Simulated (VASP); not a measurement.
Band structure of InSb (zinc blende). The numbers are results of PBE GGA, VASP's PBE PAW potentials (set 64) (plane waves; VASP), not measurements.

Unless said otherwise, spin-orbit coupling is left out, though it shifts the bands of the heavy elements here.

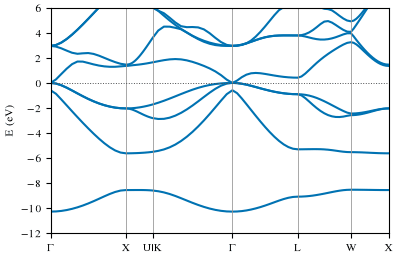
*Bands along high-symmetry lines, zero at the valence-band maximum or, without a gap, the Fermi level*

Task: Read the plot: is there a gap, and where are the band edges?

Result: It has no gap at this level: it comes out as a metal or semimetal. (Edges off the drawn lines would not show.)

The compound is InSb in the zinc blende structure. It was relaxed first, which changed the volume by +7 %.
